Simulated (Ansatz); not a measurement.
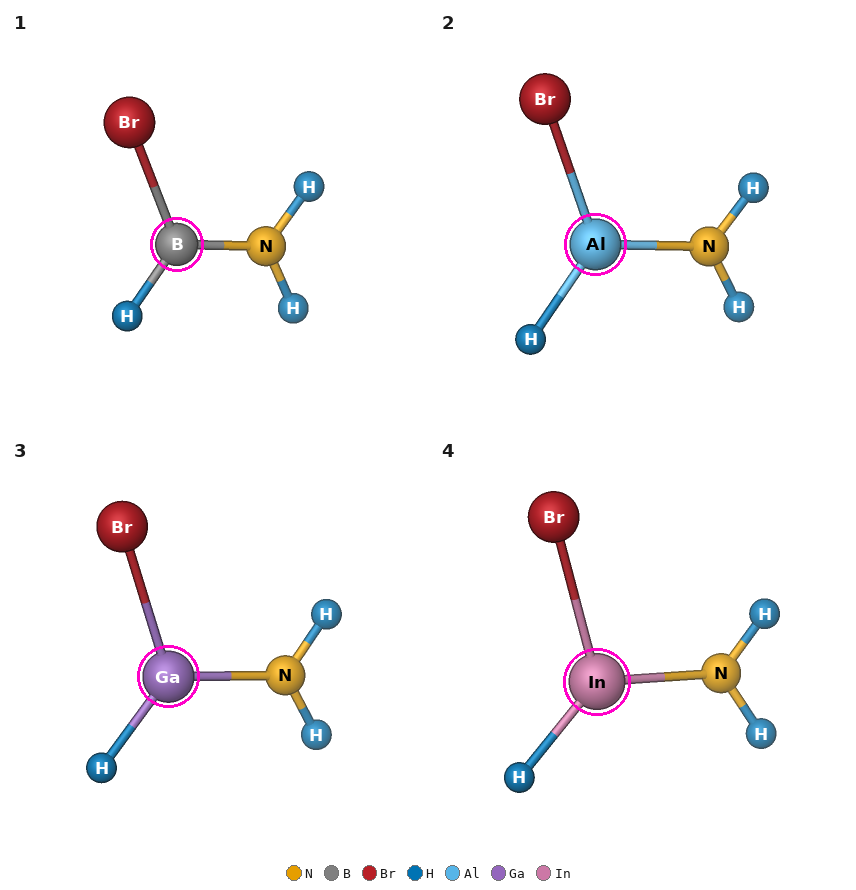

4 molecules with one skeleton, seen from the same side and at one scale; the atom that differs is circled. Each species is neutral and a spin singlet. Computed geometries: PBE0-D4/def2-TZVP optimisations, one conformation each. Properties computed with Ansatz 0.2.0. Elements past Kr carry core potentials.

One atom differs, called X below: B in panel 1, Al in panel 2, Ga in panel 3, In in panel 4. Their formulas are BBrH3N (`NBBr`), AlBrH3N (`[NH2][AlH][Br]`), BrGaH3N (`[NH2][GaH][Br]`), BrH3InN (`[NH2][InH][Br]`).

Question: Rank them by the HOMO energy (Kohn–Sham orbital), lowest first (B3LYP-D4/def2-TZVPP).

Answer: 1 (B), 2 (Al), 3 (Ga), 4 (In).

Question: Rank them by the angle N–X–Br, lowest first (PBE0-D4/def2-TZVP).

Answer: 4 (In), 3 (Ga), 2 (Al), 1 (B).

Give the values. With PBE0-D4/def2-TZVP: length of X–Br (Å), length of X–H (Å), length of X–N (Å), angle N–X–Br (°). With B3LYP-D4/def2-TZVPP: dipole moment (D), HOMO energy (Kohn–Sham orbital) (eV), HOMO–LUMO gap (eV).

```tsv
quantity	1 (B)	2 (Al)	3 (Ga)	4 (In)
length of X–Br (Å)	1.931	2.258	2.293	2.479
length of X–H (Å)	1.190	1.571	1.547	1.695
length of X–N (Å)	1.380	1.756	1.800	1.996
angle N–X–Br (°)	119.6	117.4	113.9	109.9
dipole moment (D)	2.81	2.21	2.54	2.97
HOMO energy (Kohn–Sham orbital) (eV)	−7.76	−7.54	−7.45	−7.23
HOMO–LUMO gap (eV)	7.55	6.75	6.39	5.68
```
